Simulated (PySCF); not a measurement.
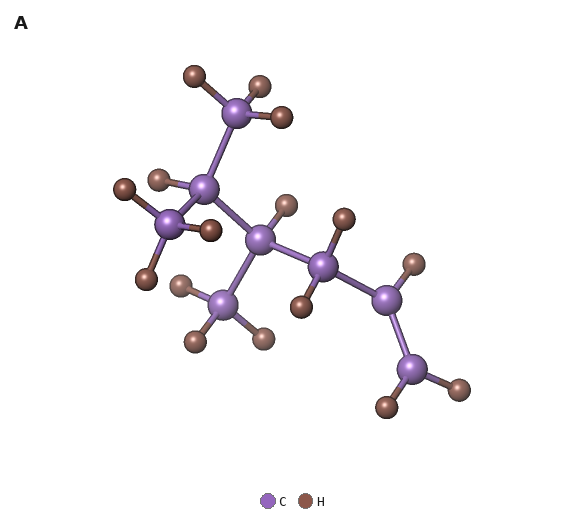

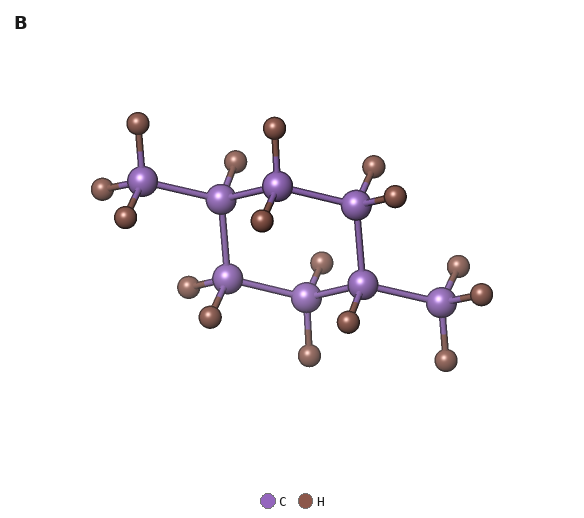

2 stationary structures of one formula. Geometries: PBE0-D3(BJ)/def2-SVP. Electronic energies: PBE0-D3(BJ)/def2-SVP (PySCF 2.14.0), without zero-point energy. No frequency run is at hand to confirm each as a minimum. Each is one conformer, not always the lowest.

### How are they related?

They are constitutional isomers of C8H16: A `C=CC[C@@H](C)C(C)C`, B `C[C@H]1CC[C@H](C)CC1`.

### Which is lowest in energy, and by how much?

B is lowest; A lies 30.2 kcal/mol above it.
